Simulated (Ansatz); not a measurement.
# Calculations on BiW

### Relaxation

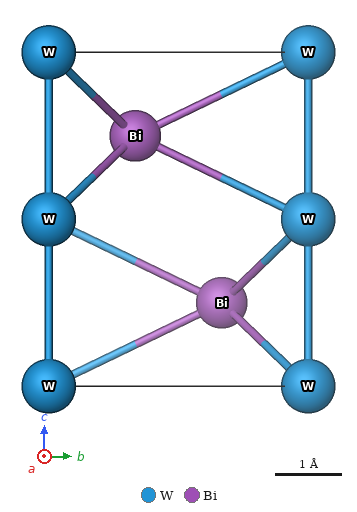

Starting structure of a crystal of BiW (built on the NiAs type). The picture is a ball-and-stick view of the cell of the calculation, seen along the a axis.

Case: volume × 0.980.

Level of theory: DFT PBE, scalar-relativistic, plane waves, PAW in Ansatz.

The input:
```yaml
crystal:
  lattice:
    - [4.5951582909, 0.0, 0.0]
    - [-2.2975791454, 3.9795238143, 0.0]
    - [0.0, 0.0, 5.1182508749]
  atoms:
    - { symbol: W, position: [0.0, 0.0, 0.0] }
    - { symbol: W, position: [0.0, 0.0, 0.5] }
    - { symbol: Bi, position: [0.3333333333, 0.6666666667, 0.25] }
    - { symbol: Bi, position: [0.6666666667, 0.3333333333, 0.75] }
basis:
  ecutwfc: 420
  ecutrho_ratio: 4
kpoints:
  mp_grid: { grid: [10, 10, 6] }
hamiltonian:
  xc: pbe
scf:
  occupations: { method: gaussian, width: 0.05 }
output:
  forces: true
  stress: true
  eigenvalues: true
relax:
  f_tol: 0.01
  max_steps: 40
  cell: { stress_tol: 0.1, fix: [volume] }
```

Launched with:
```bash
ansatz run input.yaml --threads 2 --pin off --max-ram 2662MiB --backend cpu --events-out ev --progress --plain --runs-dir out
```

> What does the optimiser find from here?

After 2 accepted moves (3 points after the start) the energy has fallen by 1.2 meV per cell of the calculation. All forces vanish by symmetry, so only the cell relaxes. The pressure goes from 2.48 to 2.27 GPa. The SCF was repeated once at an unchanged geometry on a basis and grid sized afresh for the cell, which shifted the energy by less than 0.05 meV per cell of the calculation at most. No atom moves by more than 0.005 Å relative to the cell. The drawn cell changes at constant volume: a = b 4.595 → 4.585 Å (−0.2 %), c 5.118 → 5.141 Å (+0.4 %). Some distances before and after: W1–W2 2.559 → 2.571 Å. The space group stays P6_3/mmc (No. 194).

Final geometry:

```
W Bi
1.0
     4.58498    0.00000    0.00000
    -2.29249    3.97071    0.00000
     0.00000    0.00000    5.14100
W Bi
2 2
Direct
  0.00000 0.00000 0.00000
  0.00000 0.00000 0.50000
  0.33333 0.66667 0.25000
  0.66667 0.33333 0.75000
```

### Relaxation

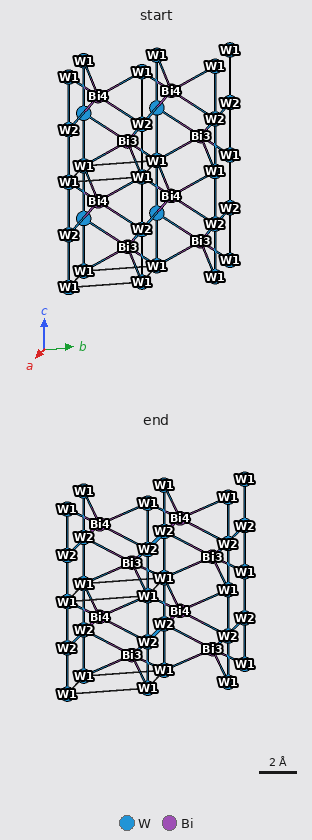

The structure of crystalline BiW (built on the NiAs type) before (top) and after (bottom) a relaxation, at one scale.

A ball-and-stick model of the cell of the calculation, repeated 1 × 2 × 2 with one cell outlined, seen slightly off an axis.

Method: DFT PBE, scalar-relativistic, plane waves, PAW in Ansatz 0.2.0. (plane-wave cutoff 420 eV; k-point mesh 10 × 10 × 6; occupations gaussian; smearing width 0.05 eV; no spin polarisation; cell and atoms relaxed; force threshold 0.01 eV/Å; at most 60 steps)

Describe what moved and what it gained.

Answer. The atoms keep their places relative to the cell (all moves are under 0.005 Å). Cell: a = b 4.205 → 4.626 Å (+10.0 %), c 5.861 → 5.153 Å (−12.1 %). Volume +6.4 %. Among the contacts that change: W1–W2 2.931 → 2.576 Å, W1–Bi3 2.836 → 2.965 Å. Among the angles between lasting bonds that change: W1–Bi3–W1 95.7° → 102.5°, W1–Bi3–W2 129.3° → 126.5°. The space group stays P6_3/mmc (No. 194). Over 6 accepted moves (8 points after the start) the energy falls by 262 meV per atom. All forces vanish by symmetry, so only the cell relaxes. The pressure goes from 5.09 to 0.00 GPa. The SCF was repeated twice at an unchanged geometry on a basis and grid sized afresh for the cell, which shifted the energy by 1.1 meV per atom at most.

### A change

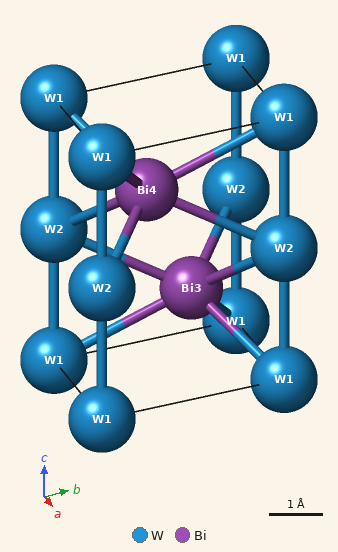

Reference structure: a crystal of BiW (built on the NiAs type). The picture is a ball-and-stick view of the cell of the calculation, seen slightly off an axis.

Theory: DFT PBE, scalar-relativistic, plane waves, PAW (Ansatz 0.2.0). Set-up: plane-wave cutoff 420 eV; k-point mesh 10 × 10 × 6; occupations gaussian; smearing width 0.05 eV; no spin polarisation.

Change: The cell is strained by −2.0 % along c and none across it (volume −2.0 %), the atoms keeping their fractional coordinates. No relaxation follows.

Input file:
```yaml
crystal:
  lattice:
    - [4.6262075996, 0.0, 0.0]
    - [-2.3131037998, 4.0064133044, 0.0]
    - [0.0, 0.0, 5.0497780062]
  atoms:
    - { symbol: W, position: [0.0, 0.0, 0.0] }
    - { symbol: W, position: [0.0, 0.0, 0.5] }
    - { symbol: Bi, position: [0.3333333333, 0.6666666667, 0.25] }
    - { symbol: Bi, position: [0.6666666667, 0.3333333333, 0.75] }
basis:
  ecutwfc: 420
  ecutrho_ratio: 4
kpoints:
  mp_grid: { grid: [10, 10, 6] }
hamiltonian:
  xc: pbe
scf:
  occupations: { method: gaussian, width: 0.05 }
output:
  forces: true
  stress: true
  eigenvalues: true
```

Launched with:
```bash
ansatz run input.yaml --threads 2 --pin off --max-ram 2662MiB --backend cpu --events-out ev --progress --plain --runs-dir out
```

What does the calculation give for the changed structure?

It costs 8.1 meV per atom. Pressure: 0.0 GPa before, 3.2 GPa after. The principal stresses (compression positive) are 5.7 GPa along c and 1.9 GPa across it. All forces vanish by symmetry. Some distances before and after: W–W 2.576 → 2.525 Å, Bi–W 2.965 → 2.954 Å. The space group stays P6_3/mmc (No. 194).

Drawn alike, the variant:

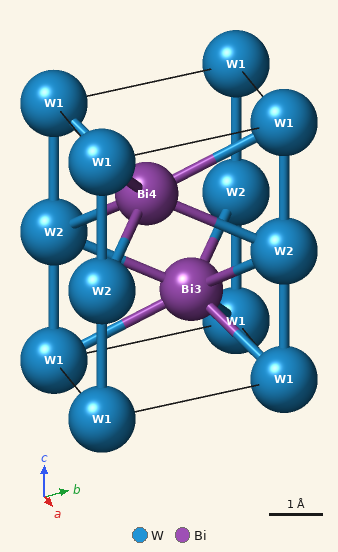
